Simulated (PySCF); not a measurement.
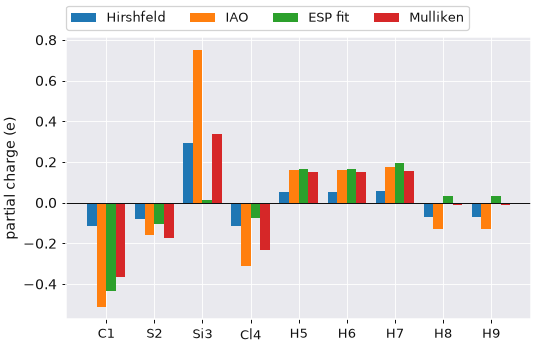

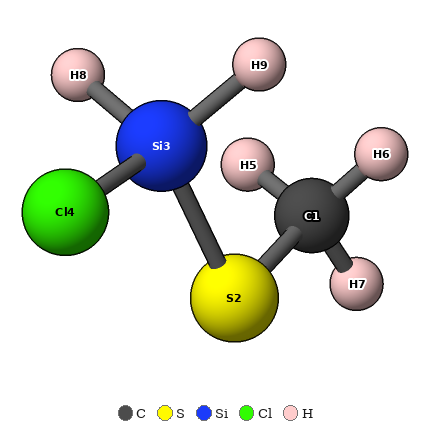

Atomic charges of CH₅ClSSi, SMILES CS[SiH2]Cl by 4 schemes, PBE0/def2-TZVP, PySCF, at a PBE0-D3(BJ)/def2-SVP geometry (no frequency check).

Which atom is the most negative in each scheme?

Hirshfeld: C1 (−0.12 e) and Cl4 (−0.12 e); IAO: C1 (−0.51 e); ESP fit: C1 (−0.43 e); Mulliken: C1 (−0.36 e).

Which scheme gives the smallest charges overall?

Hirshfeld: mean absolute charge Hirshfeld 0.10, ESP fit 0.14, Mulliken 0.18, IAO 0.28 e.

Known limits of this run: one conformer of a flexible molecule.
